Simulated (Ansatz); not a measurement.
# Fields on a plane of NaCl (rock salt)

```
CELL_PARAMETERS angstrom
      0.00000     2.80075     2.80075
      2.80075     0.00000     2.80075
      2.80075     2.80075     0.00000
ATOMIC_POSITIONS crystal
  Cl 0.00000 0.00000 0.00000
  Na 0.50000 0.50000 0.50000
```

The slice is a {110} plane (indices of the conventional cell) through the point (0.500, 0.500, 0.500) (fractional), spanned by u = [100] and v = [1 -1 -1] in vectors of this cell: u (3.96 Å) and v (5.60 Å, at 90° to u). It covers one period; positions are fractions (u, v).

Atoms on it: Cl at (0.00, 0.50); Na at (0.00, 0.00).

Level of theory: PBEsol (plane waves to 420 eV, PAW, scalar-relativistic; Ansatz, a program for electronic structure). k mesh 10×10×10. Inside the PAW spheres the values are not all-electron values, and peaks at nuclei hang on which shells count as valence. NaCl was relaxed with its symmetry unable to fall.

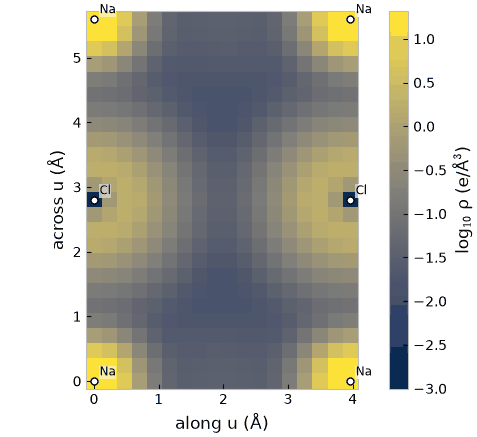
Figure. Log₁₀ of the valence density in e/Å³, one period of the plane, atoms marked. The scale is logarithmic, as a density can span decades between atoms and voids; values under 0.001 e/Å³ are set to 0.001.

```
|xx#+          +#x|
|x#*-          -*#|
|*+-            -+|
|                 |
|                 |
|===-:        :-==|
|@%%#+:      :+#%%|
|@@@@#+:    :+#@@@|
|@@@@@#=.  .=#@@@@|
|x@@@@%+.  .+%@@@@|
|xx@@@%*:  :*%@@@x|
|xxx@@@*:  :*@@@xx|
|xx@@@%*:  :*%@@@x|
|x@@@@%+.  .+%@@@@|
|@@@@@#=.  .=#@@@@|
|@@@@#+:    :+#@@@|
|@%%#+:      :+#%%|
|===-:        :-==|
|                 |
|                 |
|*+-            -+|
|x#*-          -*#|
|xx#+          +#x|
|xxx*.        .*xx|
```
Scale: ten equal steps from 0.01 (start of ' ') to 0.87 (end of '@'), in the order ' .:-=+*#%@'. Values: electron localisation function (ELF). The map has 17 points along u (one character each, u = 0 at the left) and 24 along v (v = 0 in the bottom row). Points within 0.5 Å of a nucleus are blanked (x), as the pseudised field means little there.
